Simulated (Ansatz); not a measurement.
# Random alloy of the diamond Si-C (dilute carbon) line, x = 0.0625 (64 atoms), relaxed: mesh and functional compared

Which bonds does the relaxation leave, and how do the Kohn-Sham gap, forces and pressure change with k-mesh and functional?

Calculated with Ansatz 0.2.0: Kohn-Sham DFT, PBE, PAW (set soft_2), plane waves; cutoff 420 eV, k-mesh 2×2×2, fermi-dirac smearing of 0.025 eV.

**The cell**

The cell holds 64 atoms: 4 C and 60 Si. Its edges and angles: a = 10.699 Å, b = 10.699 Å, c = 10.699 Å, α = 90.0°, β = 90.0°, γ = 90.0°. It derives from Si (diamond Si-C (dilute carbon)) and C, repeated 2×2×2. Diamond Si-C (dilute carbon): 64 atoms, 4 of 64 Si sites given to C at random, cell and internal coordinates interpolated linearly between the end members (Vegard's rule); not relaxed, displaced by a Gaussian of 0.02 Å. Lattice constants are starting values near those of PBE.

Cell and atoms were relaxed with PBE. The walk converged after 9 steps by the program's count, with a largest force component of 0.0230 eV/Å; it began at an r.m.s. force component of 0.79 eV/Å. The edges went from 10.699, 10.699, 10.699 to 10.660, 10.660, 10.660 Å, and the volume from 19.134 to 18.928 Å³ an atom (-1.1 %).

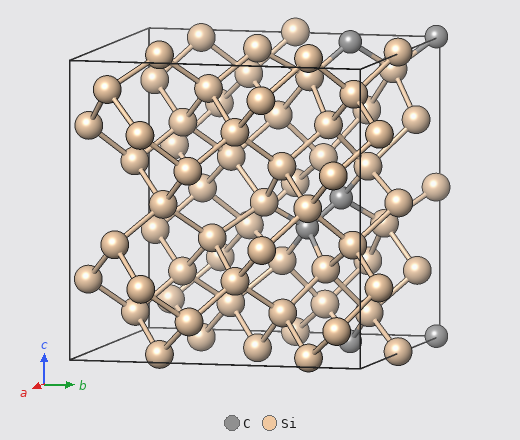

The relaxed cell. Bonds to atoms that aren't drawn are left out. Some periodic images of atoms are drawn too.

The input of the reference single point:

```yaml
crystal:
  lattice:
    - [10.66018, 0.0075, -0.00049]
    - [0.0075, 10.66022, 0.00049]
    - [-0.00049, 0.00049, 10.65993]
  atoms:
    - { symbol: C, position: [0.00913, 0.99127, 0.00164] }
    - { symbol: Si, position: [0.10953, 0.10387, 0.1102] }
    - { symbol: Si, position: [0.00303, 0.24592, 0.24339] }
    - { symbol: Si, position: [0.12995, 0.3809, 0.368] }
    [... 58 atom lines left out ...]
    - { symbol: Si, position: [0.74795, 0.75054, 0.50031] }
    - { symbol: Si, position: [0.87828, 0.87417, 0.62715] }
kpoints:
  mp_grid: { grid: [2, 2, 2] }
hamiltonian:
  xc: pbe
scf:
  occupations: { method: fermi_dirac, width: 0.025 }
output:
  forces: true
  stress: true
  populations: true
  dos:
    method: { smearing: { sigma: 0.08 } }
    de: 0.05
    projected: { site_lists: { C: [C], Si: [Si] } }
  eigenvalues: true
  write_density: true
  write_potential: true
  volumetric_format: npy
```

**Bonds after relaxation**

Bonds by pair of elements; cutoffs follow the first minimum of g(r), held within bounds set by covalent radii, and pairs that aren't listed don't count as bonded:

| pair A-B | cutoff (Å) | bonds | mean length (Å) | spread (Å) | shortest (Å) | B about A | A about B |
| --- | --- | --- | --- | --- | --- | --- | --- |
| Si-Si | 2.77 | 113 | 2.36 | 0.032 | 2.31 | 3.77 | 3.77 |
| Si-C | 2.28 | 14 | 2.02 | 0.027 | 1.98 | 0.233 | 3.5 |
| C-C | 1.85 | 1 | 1.69 | 0 | 1.69 | 0.5 | 0.5 |

How many atoms have how many bonded neighbours:

```csv
element,mean,4
C,4,4
Si,4,60
```

**Levels of theory**

Single points at the relaxed geometry:

| functional | k-mesh | Kohn-Sham gap (eV) | pressure (GPa) | r.m.s. force component (eV/Å) | SCF cycles | time |
| --- | --- | --- | --- | --- | --- | --- |
| PBE | 2×2×2 | 0.324 | 0.01 | 0.008 | 8 | 66 s |
| PBE | 1×1×1 | 0.384 | 0.83 | 0.023 | 8 | 9.1 s |
| HSE06 | 1×1×1 | 1.034 | -1.01 | 0.039 | 20 | 2.7 min |
| r2SCAN | 2×2×2 | 0.502 | -1.37 | 0.037 | 8 | 2 min |
| PBEsol | 2×2×2 | 0.230 | -1.97 | 0.027 | 8 | 63 s |

The gap is that between the highest filled and lowest empty Kohn-Sham level on the run's k-points. Cutoffs: 420 eV for PBE, HSE06 and PBEsol; 500 eV for r2SCAN. Times come from shared hosts and are rough.

**Findings**

The Kohn-Sham gap is 0.32 eV with PBE on the 2×2×2 mesh. On the 1×1×1 mesh HSE06 changes the gap by +0.65 eV against PBE. Carrying that shift over to the 2×2×2 mesh gives 0.32 + 0.65 = 0.97 eV, an estimate that takes the shift to be alike at all k-points. On the reference's mesh the gap changes with r2SCAN by +0.18 eV and PBEsol by -0.09 eV. Against the reference the pressure changes with r2SCAN by -1.4 GPa and PBEsol by -2.0 GPa; a negative change means a smaller volume than PBE would take.

Limits: All single points share the geometry relaxed with PBE. One random arrangement of the atoms on their sites. In some runs the program notes that positions were snapped to a detected symmetry, the exchange threshold is loose for the stress, the SCF threshold is loose for the stress and it cut back its work space to fit the memory limit.

[Logs are printed without paths, hosts, clocks, repeated set-up lines and the standing remarks that a program may print on its own settings, such as how far it seeks lower states.]

[Hosts, paths, dates, database ids (printed as entryN), source tags and the programs' standing remarks are cut or masked in the printed files.]
